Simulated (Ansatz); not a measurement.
The calculation's input:

```
crystal:
  periodic: [false, false, false]
  atoms:
    - {symbol: O, position_ang: [0.180539, 1.478755, -1.124033]}
    - {symbol: Ge, position_ang: [-0.386027, 0.249606, 0.017071]}
    - {symbol: P, position_ang: [1.167416, -1.441457, -0.124243]}
    - {symbol: Br, position_ang: [-2.422881, -0.582090, -0.714081]}
    - {symbol: H, position_ang: [-0.407604, 2.235855, -1.186831]}
    - {symbol: H, position_ang: [-0.676129, 0.888963, 1.388004]}
    - {symbol: H, position_ang: [2.074111, -0.752448, 0.728611]}
    - {symbol: H, position_ang: [0.562875, -2.134385, 0.959600]}
basis:
  gaussian: {orbitals: def2-TZVPP}
hamiltonian: {xc: pbe0, dispersion: d4}
output: {orbitals: {seedname: orbitals}}
```

Run with:

```sh
ansatz run in.yaml --threads 4 --pin off --events-out ev --progress --plain --max-ram 10444MiB
```

Geometry: PBE0-D4/def2-TZVP.

Theory: Ansatz, RKS PBE0-D4/def2-TZVPP.

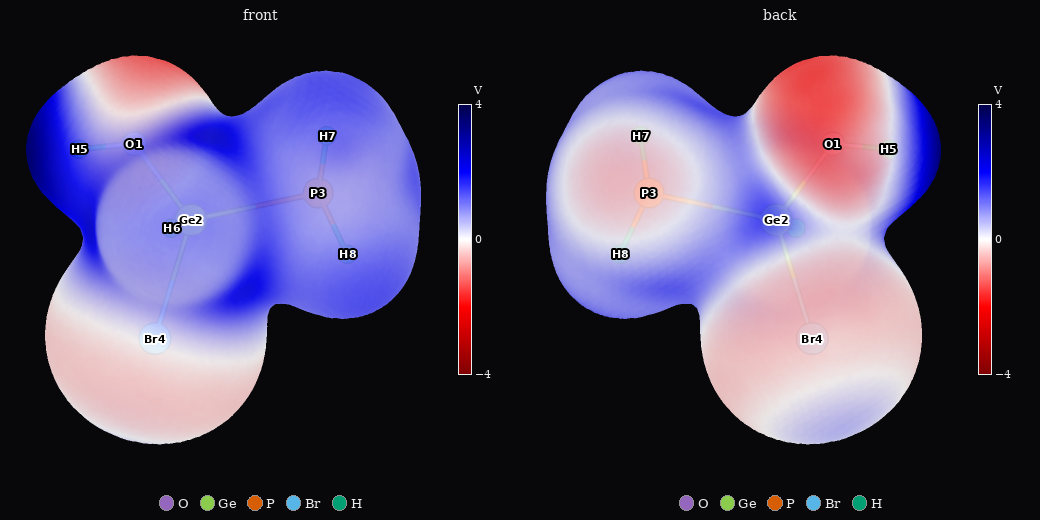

BrGeH4OP (SMILES [OH][GeH]([PH2])[Br]). The electrostatic potential painted on the density surface at 0.004 e/bohr³, seen from the front and from behind; red is negative and blue positive.

Describe the electrostatic potential map.

Answer. The most negative region (about −1.5 V, or −35 kcal/mol for a unit charge) lies over O1, the most positive (about +3.4 V, or +78 kcal/mol for a unit charge) over H5. Br4 shows a σ-hole: about +0.5 V, or +12 kcal/mol for a unit charge at the tip opposite its bond, against about −0.4 V, or −9 kcal/mol for a unit charge on its flanks. O1 is the likeliest acceptor of a hydrogen bond.
